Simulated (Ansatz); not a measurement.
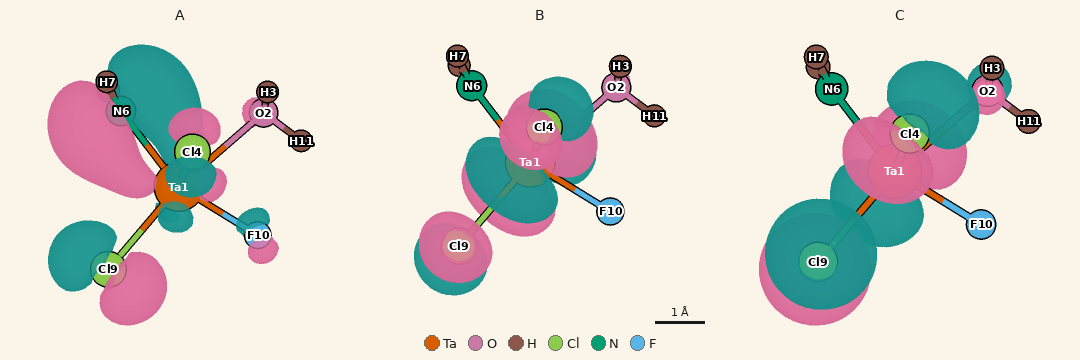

*Cl3FH4NOTa. Three frontier orbitals at ±0.1 Å⁻³ᐟ² (teal and pink are the two phases), in no order.*

Core potentials replace the inner electrons of Ta.

These are results of Ansatz, RKS PBE/def2-SVP, not measurements.

```yaml
atoms:
  - { symbol: Ta, position_ang: [-0.2837, -0.4869, -0.2229] }
  - { symbol: O, position_ang: [1.9873, 0.1882, -0.2224] }
  - { symbol: H, position_ang: [2.2058, 0.3232, 0.7246] }
  - { symbol: Cl, position_ang: [0.1780, -0.5166, 2.1185] }
  - { symbol: Cl, position_ang: [-0.1486, 0.0063, -2.5115] }
  - { symbol: N, position_ang: [-0.7068, 1.4511, 0.0393] }
  - { symbol: H, position_ang: [-0.7529, 1.9244, 0.9491] }
  - { symbol: H, position_ang: [-0.7229, 2.1467, -0.7153] }
  - { symbol: Cl, position_ang: [-2.3621, -1.4870, -0.1450] }
  - { symbol: F, position_ang: [0.7839, -2.0878, -0.4806] }
  - { symbol: H, position_ang: [2.4566, -0.6401, -0.4631] }
```

Which picture is the HOMO−1, the HOMO and the LUMO?

Answer. C is the HOMO−1 (−7.55 eV). It lies mainly on Cl9 (about 40 %), Cl5 (about 25 %) and Cl4 (about 25 %); largely a combination of lone pairs on Cl9, Cl5 and Cl4. A is the HOMO (−6.65 eV). It lies mainly on N6 (about 55 %), Cl9 (about 15 %) and Ta1 (about 10 %). B is the LUMO (−3.59 eV). It lies mainly on Ta1 (about 65 %), Cl9 (about 10 %), Cl5 (about 10 %) and Cl4 (about 10 %).

What is the HOMO–LUMO gap?

Answer. 3.06 eV between the orbital energies.
